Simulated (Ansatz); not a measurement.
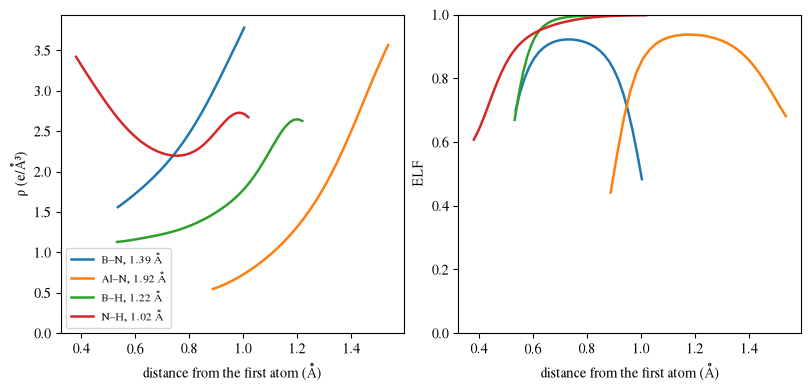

*AlBH6N (SMILES B[NH][AlH3-]) (charge −1). Electron density and electron localisation function along straight lines between neighbouring atoms. The curves leave out the atomic cores.*

Geometry: r2SCAN-D4/def2-SVPD.

All numbers below come from Ansatz, isolated molecule in a Gaussian basis; Kohn-Sham density functional theory, functional PBE0.

```json
{"atom": "Al", "x (Å)": "-1.3256", "y (Å)": "1.5481", "z (Å)": "-1.3415"}
{"atom": "B", "x (Å)": "-2.0093", "y (Å)": "-0.8214", "z (Å)": "0.4292"}
{"atom": "N", "x (Å)": "-1.5384", "y (Å)": "-0.2679", "z (Å)": "-0.7503"}
{"atom": "H", "x (Å)": "-2.0557", "y (Å)": "-2.0383", "z (Å)": "0.5892"}
{"atom": "H", "x (Å)": "-2.3905", "y (Å)": "-0.1058", "z (Å)": "1.3401"}
{"atom": "H", "x (Å)": "-1.2475", "y (Å)": "-0.9596", "z (Å)": "-1.4401"}
{"atom": "H", "x (Å)": "-2.2109", "y (Å)": "1.7300", "z (Å)": "-2.7124"}
{"atom": "H", "x (Å)": "0.2617", "y (Å)": "1.7719", "z (Å)": "-1.6971"}
{"atom": "H", "x (Å)": "-1.8301", "y (Å)": "2.5431", "z (Å)": "-0.1535"}
```

### What kind of bonding do the profiles show?

B–N (1.39 Å): the density is about 2 e/Å³ at the midpoint; the ELF peaks at about 0.90 between the atoms (a short, strongly polar bond).
Al–N (1.92 Å): ρ at the midpoint is about 0.65 e/Å³; the ELF peaks at about 0.95 between the atoms (a shared but strongly polarised pair).
B–H (1.22 Å): ρ is about 1.2 e/Å³ halfway; the ELF climbs to about 1 towards the hydrogen, as it does in any bond to H; a covalent bond by its length.
N–H (1.02 Å): ρ is about 2.8 e/Å³ halfway; the ELF climbs to about 1 towards the hydrogen: a covalent bond by its length.
